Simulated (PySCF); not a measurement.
# Atomic calculation, with input and output: F

System: F, configuration 1s2 2s2 2p5, multiplicity 2.
Method: unrestricted BLYP, aug-cc-pCVQZ-DK, spin-free X2C-1e, Gaussian nucleus (PySCF).

## Results in brief

- outcome: converged
- total energy: −99.855408 hartree
- ⟨S²⟩: 0.751
- ⟨L²⟩: 2.01
- SCF iterations: 6
- hardware: 1 CPU thread, shared host
- CPU time: 1.5 s (integrals apart)

## Input
```python
from pyscf import gto, scf, dft, mp, cc
import basis_set_exchange as bse
mol = gto.M(atom="F 0 0 0", charge=0, spin=1, symmetry="D2h",
            basis=gto.basis.parse(bse.get_basis("aug-cc-pCVQZ-DK", elements=["F"], fmt="nwchem")),
            nucmod="G")
mf = dft.UKS(mol, xc="BLYP").sfx2c1e()
mf.irrep_nelec = {'Ag': (2, 2), 'B1u': (1, 1), 'B2u': (1, 1), 'B3u': (1, 0)}
mf.kernel()
```

The script is an equivalent of what the driver set up; the driver started from orbitals of its own, so the log can be shorter than this script's would be, and it computed the properties (radii, ⟨L²⟩, response) afterwards. It held the occupations shell by shell, which the script's counts by irreducible representation don't always enforce.

## Output (extracts)
```
damping factor = 0
level_shift factor = 0
DIIS = <class 'pyscf.scf.diis.CDIIS'>
diis_start_cycle = 1
diis_space = 10
diis_damp = 0
SCF conv_tol = 1e-09
SCF conv_tol_grad = None
number electrons alpha = 5  beta = 4
XC functionals = BLYP
    A. D. Becke.,  Phys. Rev. A 38, 3098 (1988)
    C. Lee, W. Yang, and R. G. Parr.,  Phys. Rev. B 37, 785 (1988)
    B. Miehlich, A. Savin, H. Stoll, and H. Preuss.,  Chem. Phys. Lett. 157, 200 (1989)
cycle= 1 E= -99.8549900172691  delta_E= -0.0123  |g|= 0.0317  |ddm|= 0.326
cycle= 2 E= -99.8548001814424  delta_E= 0.00019  |g|= 0.0465  |ddm|= 0.0715
cycle= 3 E= -99.855404664387  delta_E= -0.000604  |g|= 0.00319  |ddm|= 0.0425
cycle= 4 E= -99.8554083644379  delta_E= -3.7e-06  |g|= 0.000212  |ddm|= 0.00356
cycle= 5 E= -99.855408381397  delta_E= -1.7e-08  |g|= 2.01e-05  |ddm|= 0.000303
cycle= 6 E= -99.8554083815927  delta_E= -1.96e-10  |g|= 1.62e-06  |ddm|= 4.22e-05
converged SCF energy = -99.8554083815927  <S^2> = 0.75148244  2S+1 = 2.0014819
```

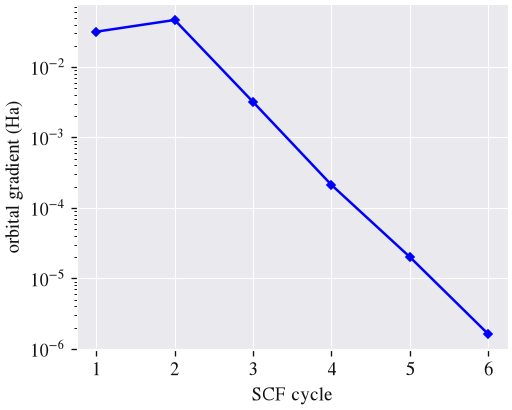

Figure 1. Convergence: orbital gradient against the SCF cycle. The residual falls almost steadily, with no more than small rises or pauses. It goes from 0.032 to 1.6×10⁻⁶ in 6 steps.

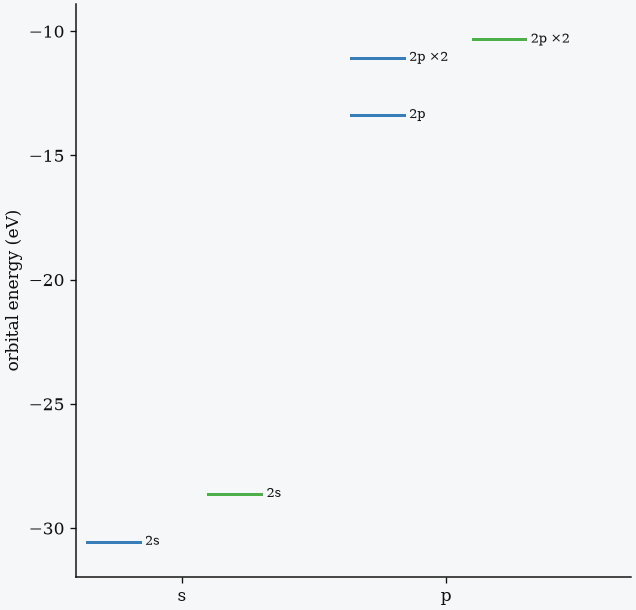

Figure 2. Orbital energies of the mean field, from the top down to −30.5 eV, by angular momentum, α spin at the left of each column and β at the right; ×n counts the orbitals under one label. The highest filled orbital is 2p β at −10.3 eV, the lowest empty one p β at −9.40 eV.
